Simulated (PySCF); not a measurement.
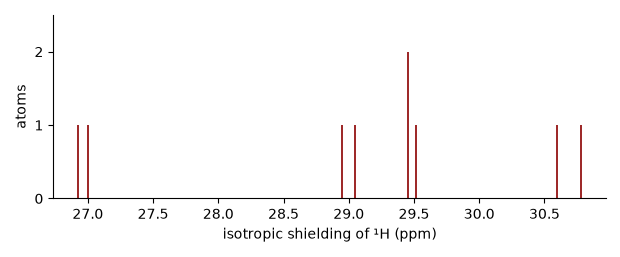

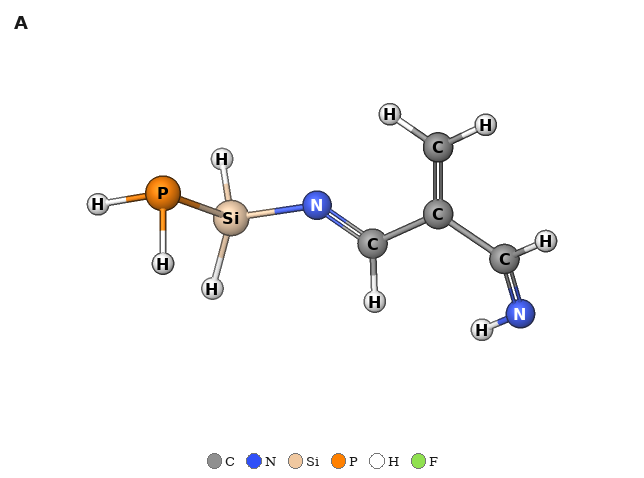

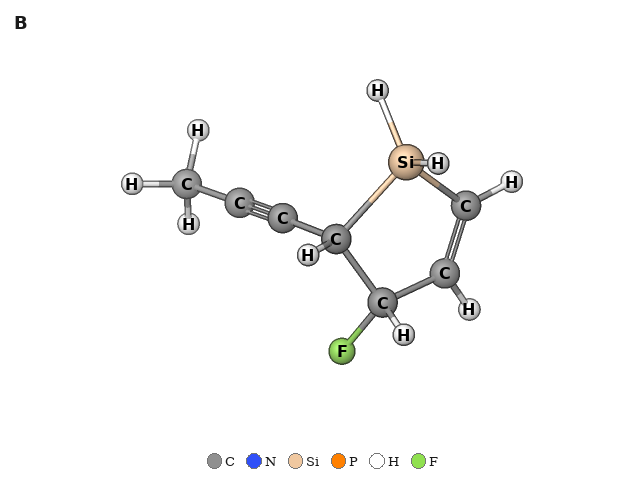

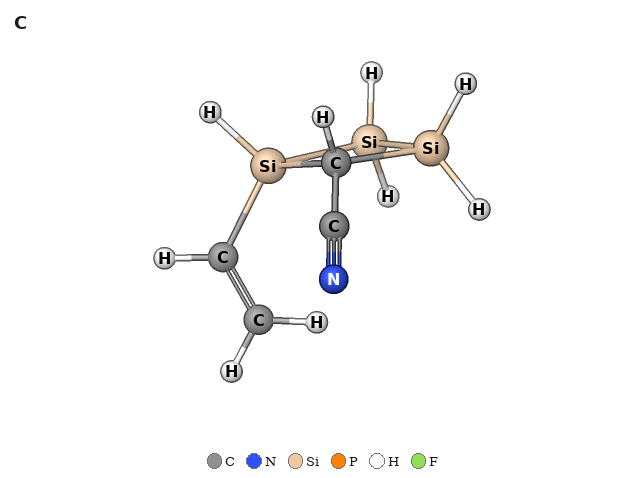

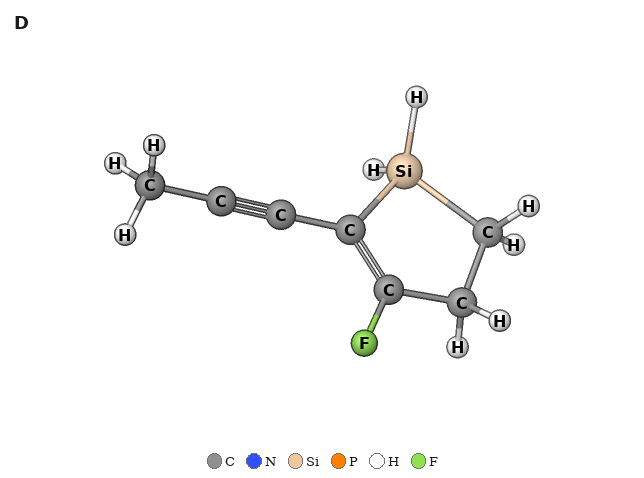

The sticks are computed shieldings of one of the molecules, for one fixed geometry (GFN2-xTB) without averaging over rotations. Low shielding means a high chemical shift. Method: GIAO PBE0/pcSseg-1 NMR shielding, non-relativistic, gas phase (PySCF 2.14.0).

Question: Which molecule gives this pattern?

Answer: D, `CC#CC1=C(F)CC[SiH2]1`. Its 9 H atoms give lines at 26.93, 27.00, 28.95, 29.04, 29.46 (2 atoms), 29.52, 30.59, 30.78 ppm.

The geometry is semi-empirical. Around P, Si such bond lengths and angles can be off by a tenth of an ångström or more and by several degrees, and values that hang on the shape move with them.
